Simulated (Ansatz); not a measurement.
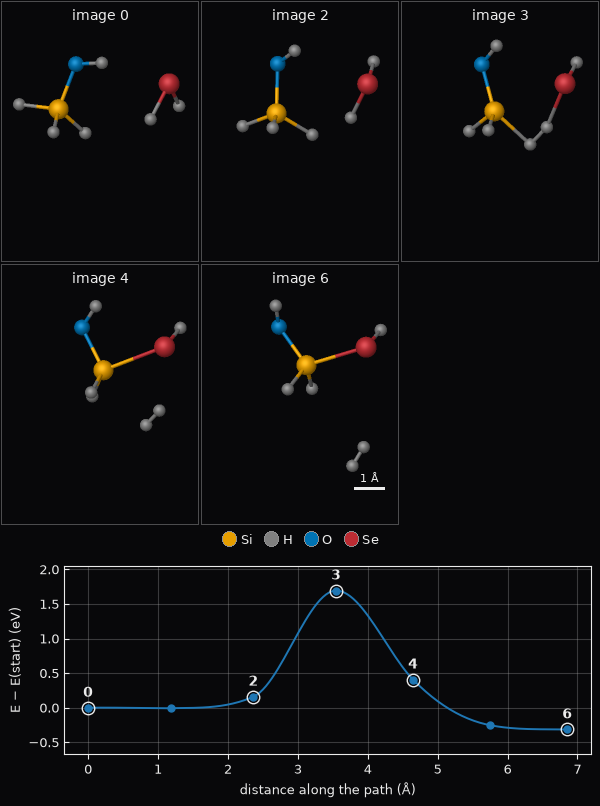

A nudged-elastic-band calculation for SiH$_{6}$SeO, made up at the start of SiH4O and H$_{2}$Se. Images are numbered from 0 (start) to 6 (end). A ball-and-stick model, seen at a tilt.

Method: RKS PBE0-D4/def2-SVP in Ansatz 0.2.0.

Input file:
```yaml
crystal:
  periodic: [false, false, false]
  atoms:
    - {symbol: Si, position_ang: [-1.087909, -0.999107, 0.275644]}
    - {symbol: H, position_ang: [-0.443696, -1.526611, -0.961754]}
    - {symbol: H, position_ang: [-2.406146, -1.649128, 0.461275]}
    - {symbol: H, position_ang: [-0.196510, -1.348129, 1.419229]}
    - {symbol: O, position_ang: [-1.366537, 0.616177, 0.183007]}
    - {symbol: H, position_ang: [2.330424, 0.786006, 0.479728]}
    - {symbol: Se, position_ang: [1.847128, 1.894702, -0.351989]}
    - {symbol: H, position_ang: [-0.583950, 1.167474, 0.051594]}
    - {symbol: H, position_ang: [1.907195, 1.058715, -1.556733]}
basis:
  gaussian: {orbitals: def2-SVP}
hamiltonian: {xc: pbe0, dispersion: d4}
neb:
  images: 5
  climbing: true
  max_iterations: 40
  initial_path: idpp
  final_atoms:
    - {symbol: Si, position_ang: [-0.608197, 0.201424, 0.254079]}
    - {symbol: H, position_ang: [1.378746, -2.892681, -0.271196]}
    - {symbol: H, position_ang: [-0.979192, -0.699085, -0.856490]}
    - {symbol: H, position_ang: [-0.412023, -0.542736, 1.523664]}
    - {symbol: O, position_ang: [-1.830976, 1.293505, 0.340126]}
    - {symbol: H, position_ang: [1.658362, -2.208033, -0.378952]}
    - {symbol: Se, position_ang: [1.429359, 1.158272, -0.091067]}
    - {symbol: H, position_ang: [-1.701688, 2.052659, 0.911605]}
    - {symbol: H, position_ang: [1.065609, 1.636776, -1.431768]}
```

Launched with:
```bash
ansatz run in.yaml --threads 4 --pin off --events-out ev --progress --plain --max-ram 9574MiB
```

> What happens along the path, and what is the barrier?

The highest point, image 3, lies 1.69 eV above the start and 2.01 eV above the end; the end is at −0.31 eV relative to the start. Breaking: H–Se (1.47 → 3.39 Å), H–Si (1.49 → 3.71 Å). Forming: H–H (3.89 → 0.75 Å), Se–Si (4.17 → 2.28 Å). The band converged in 21 iterations. The largest component of the band force went from 4.2 to 0.044 eV/Å. The climbing image converged on the top of the path. Its curvatures weren't checked. The largest force component is 0.49 eV/Å at the start and 0.46 eV/Å at the end; an end with forces this large is no minimum, and the barrier measured from it can be far off.

Limits of the set-up: the start holds two separate molecules, 2.6 Å apart at their closest, whose relative position is a soft coordinate.

The run took 2.6 min on 4 threads of Arm Neoverse V1, with other jobs on the host.
